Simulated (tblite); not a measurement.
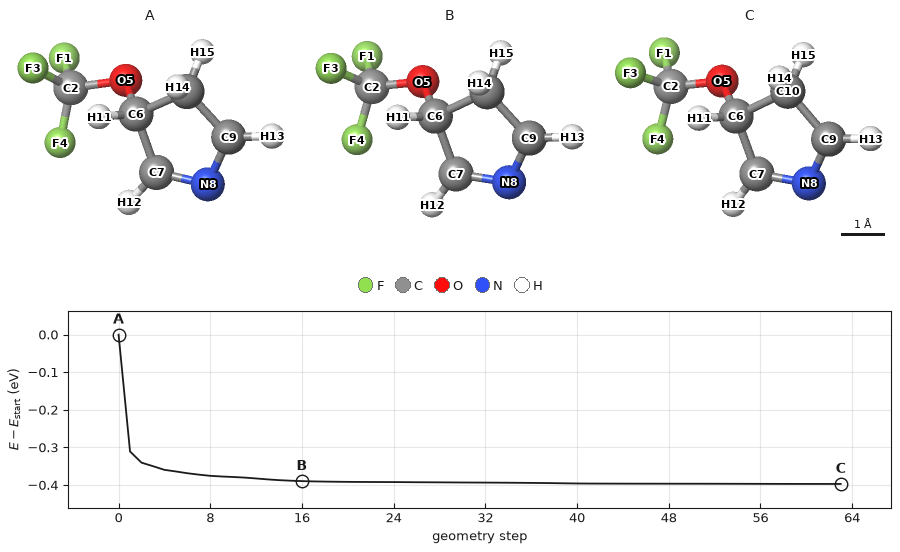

Frames of a relaxation of C$_{5}$H$_{5}$F$_{3}$NO (multiplicity 2), marked on the history of the run. The picture is a ball-and-stick view, seen from a free direction.

Theory: GFN2-xTB geometry optimisation, gas phase in tblite 0.8.0. 

What happens along the run?

After 63 geometry steps the energy has fallen by 0.397 eV. H14 moves most after the best rigid fit: 0.22 Å. Largest moves by element: H 0.22 Å, F 0.18 Å, C 0.10 Å, O 0.09 Å, N 0.08 Å. Among the contacts that change: C2–O5 1.410 → 1.312 Å, N8–C9 1.371 → 1.312 Å, O5–C6 1.410 → 1.456 Å, C7–N8 1.288 → 1.314 Å. Among the angles between lasting bonds that change: F3–C2–F4 109.1° → 104.6°, C6–C7–H12 120.6° → 125.0°, F3–C2–O5 109.2° → 113.6°. From step 0 to 16: F4 moves most (0.11 Å), energy −0.389 eV. From step 16 to 63: H13 moves most (0.15 Å), energy −0.008 eV.

| step | E − E(0), eV |
| --- | --- |
| 0 | 0.0000 |
| 1 | -0.3107 |
| 2 | -0.3404 |
| 3 | -0.3498 |
| 4 | -0.3595 |
| 5 | -0.3638 |
| 6 | -0.3686 |
| 7 | -0.3723 |
| 8 | -0.3755 |
| 9 | -0.3772 |
| 10 | -0.3785 |
| 13 | -0.3849 |
| 16 | -0.3895 |
| 18 | -0.3908 |
| 21 | -0.3917 |
| 24 | -0.3921 |
| 27 | -0.3926 |
| 30 | -0.3932 |
| 32 | -0.3934 |
| 35 | -0.3940 |
| 38 | -0.3949 |
| 41 | -0.3960 |
| 43 | -0.3962 |
| 46 | -0.3963 |
| 49 | -0.3964 |
| 52 | -0.3965 |
| 55 | -0.3967 |
| 57 | -0.3969 |
| 60 | -0.3970 |
| 63 | -0.3970 |
